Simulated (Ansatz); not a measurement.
**CH$_{5}$BOSi: density, localisation and related maps**

Input file:

```
crystal:
  periodic: [false, false, false]
  atoms:
    - { symbol: O, position_ang: [-0.6397, 0.7069, -1.7074] }
    - { symbol: Si, position_ang: [-0.2447, 0.7558, -0.0637] }
    - { symbol: B, position_ang: [1.138, -0.6932, 0.1867] }
    - { symbol: C, position_ang: [-0.2269, -0.8135, 0.7442] }
    - { symbol: H, position_ang: [-1.3499, 1.4749, -1.8171] }
    - { symbol: H, position_ang: [0.3485, 2.0002, 0.4943] }
    - { symbol: H, position_ang: [2.2805, -1.1316, 0.0338] }
    - { symbol: H, position_ang: [-0.86, -1.5798, 0.2152] }
    - { symbol: H, position_ang: [-0.3573, -0.766, 1.8968] }
basis:
  gaussian: { orbitals: def2-SVP }
hamiltonian:
  xc: b3lyp
relax:
  f_tol: 0.015
  max_steps: 40
output:
  orbitals: {}
```

Launched as:

```sh
ansatz run input.yaml --threads 1 --pin off --max-ram 2048MiB --backend cpu --events-out ev --progress --plain --runs-dir out
```

The fields are those of the relaxed geometry.

These are results of RKS B3LYP/def2-SVP in Ansatz, not measurements.

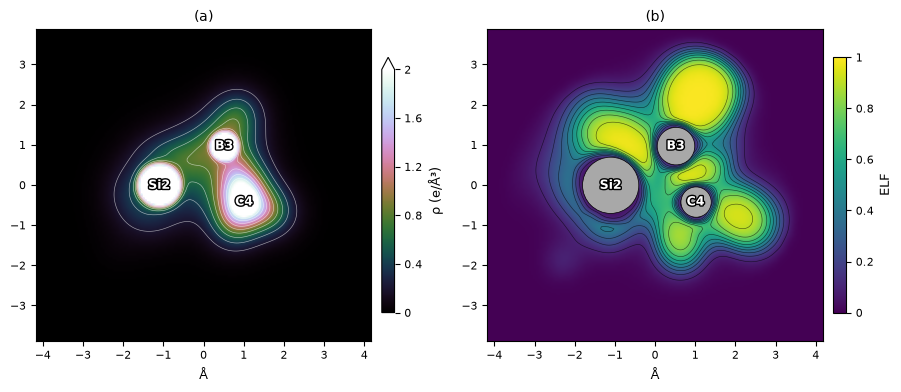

Figure 1. (a) total electron density; (b) ELF on the plane of atoms Si2, B3 and C4. Grey discs cover the atomic cores in the ELF map.

What do the fields say about this system?

Answer.
- The section cuts through Si, B and C sites.
- C–B (1.48 Å): ρ is about 1.6 e/Å³ halfway; the ELF peaks at about 0.95 between the atoms (a covalent bond).
- Si–B (1.90 Å): ρ at the midpoint is about 0.79 e/Å³; the ELF peaks at about 0.90 between the atoms; a shared electron pair.

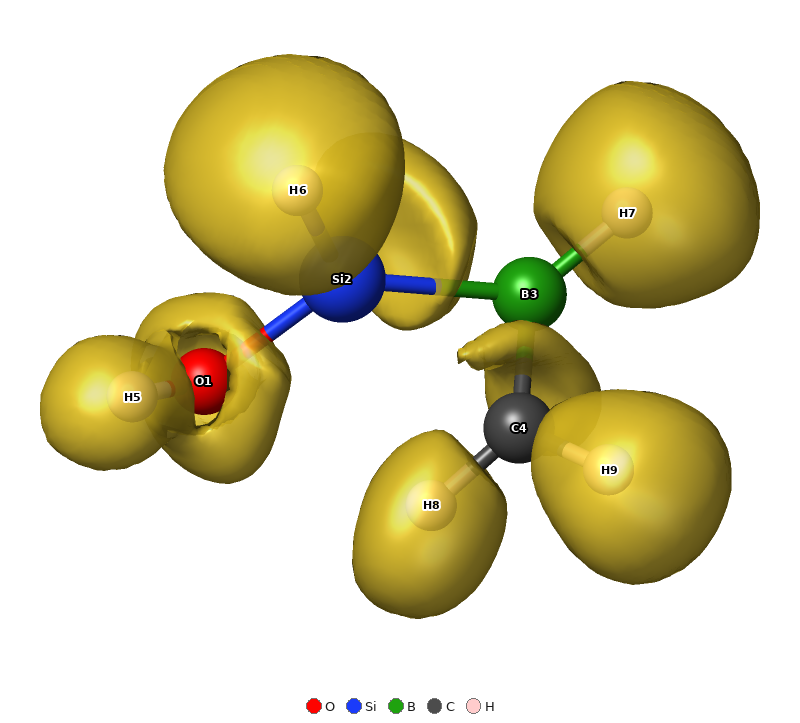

Figure 2. Isosurface of the ELF at 0.8 (yellow), seen across its widest extent. Only the valence region is drawn (cores and ρ < 0.01 e/Å³ removed).

Describe the localisation domains.

Answer. At this value the surface marks out one region between bonded B–C atoms (shared pairs), four regions around hydrogen nuclei, one region on Si in which the atom's valence shell and bonds are merged and one joined region spread over several atoms (H, O), in which their bonds and any lone pairs are merged.


 Si–O (1.67 Å): the ELF peaks at about 0.85 between the atoms; a polar covalent bond.

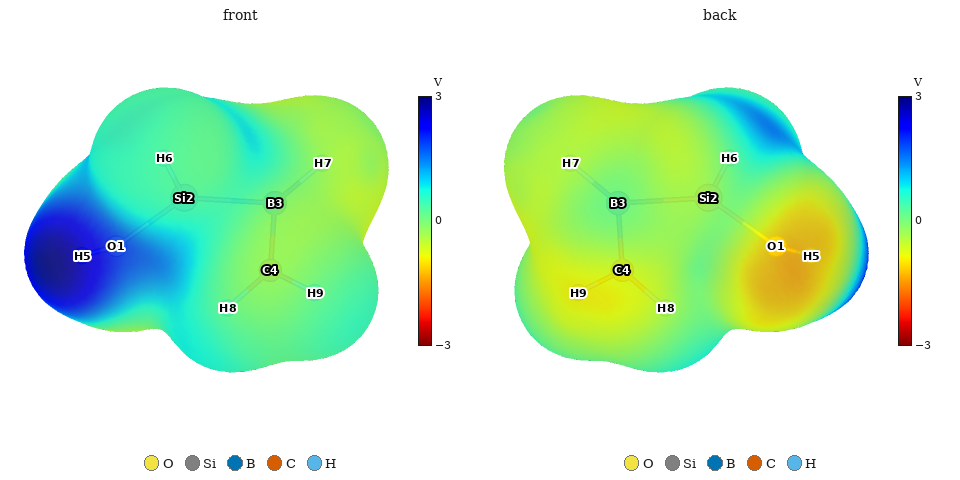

Figure 3. The molecular electrostatic potential painted on the density surface at 0.002 e/bohr³, seen from the front and from behind; the colour scale runs from red (negative) to blue (positive).

Which sites attract a positive test charge, and which a negative one?

Answer. A positive charge is drawn to the negative regions and a negative charge to the positive ones. The most negative region (about −1.3 V) lies over O1, the most positive (about +2.8 V) over H5. O1 is the likeliest acceptor of a hydrogen bond.
